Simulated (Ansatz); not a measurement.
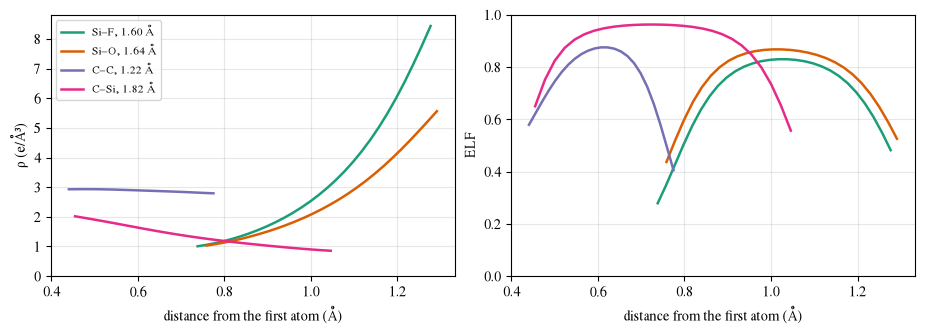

C₂H₅FOSi₂ (SMILES O[SiH2]C#C[SiH2]F). Total electron density and ELF along straight lines between neighbouring atoms. The curves leave out the atomic cores.

Geometry: PBE0-D4/def2-TZVP.

These are results of RKS PBE0-D4/def2-TZVPP in Ansatz 0.2.0, not measurements.

The calculation's input:

```
crystal:
  periodic: [false, false, false]
  atoms:
    - {symbol: O, position_ang: [-0.407200, -3.054829, 0.137251]}
    - {symbol: Si, position_ang: [0.659288, -2.024935, -0.562555]}
    - {symbol: C, position_ang: [0.284328, -0.281829, -0.130904]}
    - {symbol: C, position_ang: [0.020680, 0.873480, 0.137509]}
    - {symbol: Si, position_ang: [-0.341928, 2.599076, 0.583184]}
    - {symbol: F, position_ang: [-1.298743, 3.236439, -0.523483]}
    - {symbol: H, position_ang: [-1.340407, -2.932099, -0.042247]}
    - {symbol: H, position_ang: [0.633096, -2.108650, -2.043921]}
    - {symbol: H, position_ang: [1.990102, -2.381506, -0.030541]}
    - {symbol: H, position_ang: [0.914237, 3.378120, 0.614930]}
    - {symbol: H, position_ang: [-1.048152, 2.639732, 1.881580]}
basis:
  gaussian: {orbitals: def2-TZVPP}
hamiltonian: {xc: pbe0, dispersion: d4}
output: {orbitals: {seedname: orbitals}}
```

Run with:

```sh
ansatz run in.yaml --threads 4 --pin off --events-out ev --progress --plain --max-ram 10444MiB
```

Q: What can be read from the curves?

A: Si–F (1.60 Å): the density is about 1.2 e/Å³ at the midpoint; the ELF peaks at about 0.85 in the valence shell of F, 0.6 Å from its nucleus, and is about 0.50 at the midpoint.
Si–O (1.64 Å): ρ at the midpoint is about 1.2 e/Å³; the ELF peaks at about 0.85 between the atoms, as expected for a shared but strongly polarised pair.
C–C (1.22 Å): the density is about 2.9 e/Å³ at the midpoint; the ELF peaks at about 0.90 between the atoms; a multiple bond.
C–Si (1.82 Å): the density is about 1 e/Å³ at the midpoint; the ELF peaks at about 0.95 between the atoms, as expected for localised, covalent bonding.
